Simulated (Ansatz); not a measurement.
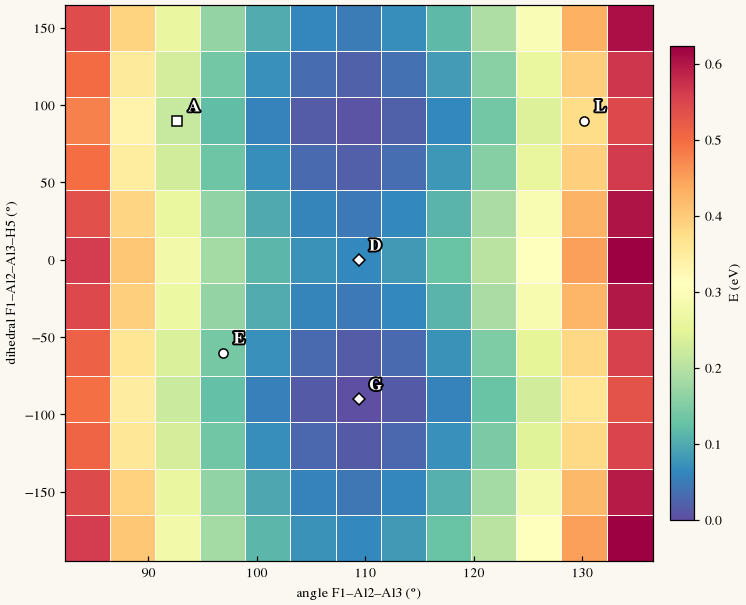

Al₂FH₂S, SMILES [F][Al]([AlH2])[S-], charge −1. 
- Coordinates scanned: (1) angle F1–Al2–Al3; (2) dihedral F1–Al2–Al3–H5.
- Nothing is relaxed (all other coordinates rigid).
- The grid has 13 × 12 points.
- Energies are in eV, from the lowest grid point.
- Computed with RHF/def2-SVPD (Ansatz 0.2.0).

In the figure: one coloured cell a grid point, lettered points.

### What kind of point is each of A, D, E, G, L: minimum, saddle, maximum or slope?

A: on a slope; D: saddle point; E: on a slope; G: minimum; L: on a slope. (In these two coordinates alone; a stationary point may lie a little off the grid point.)

### Rank the lettered points by energy, lowest first.

G (0.000 eV), D (0.064 eV), E (0.139 eV), A (0.214 eV), L (0.375 eV).
